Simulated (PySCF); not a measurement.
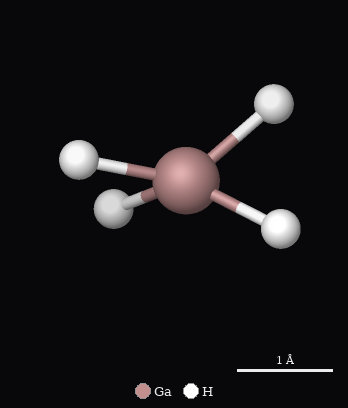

Starting structure of GaH$_{4}$ (charge −1). Style: ball-and-stick. Shown at a tilt.

The start comes from GFN2-xTB. Its atoms were then displaced at random by about 0.03 Å.

Level of theory: PBE0-D3(BJ)/def2-SVP geometry optimisation, gas phase (PySCF 2.14.0, density-fitted response routines).

```xyz
5

Ga    0.0647   -0.0755    0.0056
H    -0.0726   -0.0752   -1.1831
H    -0.3439    0.8164    0.7530
H     0.9685    0.2306    0.7424
H    -0.5246   -1.0010   -0.4145
```

**Predict the outcome.**

Over 10 geometry steps the energy falls by 9.946 eV. The largest moves after the best rigid fit, 0.69 Å, are those of H2 and H5. By element the largest moves are H 0.69 Å, Ga 0.08 Å. Among the contacts that change: Ga1–H5 1.175 → 1.626 Å, Ga1–H2 1.197 → 1.626 Å, Ga1–H4 1.206 → 1.625 Å, Ga1–H3 1.233 → 1.627 Å. Bond angles that change, for instance: H2–Ga1–H5 65.6° → 109.5°, H3–Ga1–H4 72.2° → 109.4°, H4–Ga1–H5 142.6° → 109.5°.

The structure at the end:

```xyz
5

Ga    0.0184   -0.0218   -0.0193
H     0.1869    0.4249   -1.5742
H    -0.9015    1.0704    0.7603
H     1.4812   -0.0964    0.6844
H    -0.6929   -1.4820    0.0523
```

After the run, drawn alike:

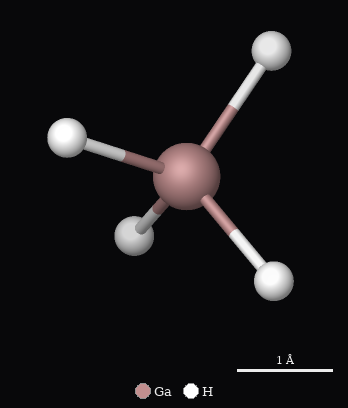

Limits of the set-up: the basis has no diffuse functions, which an anion needs.
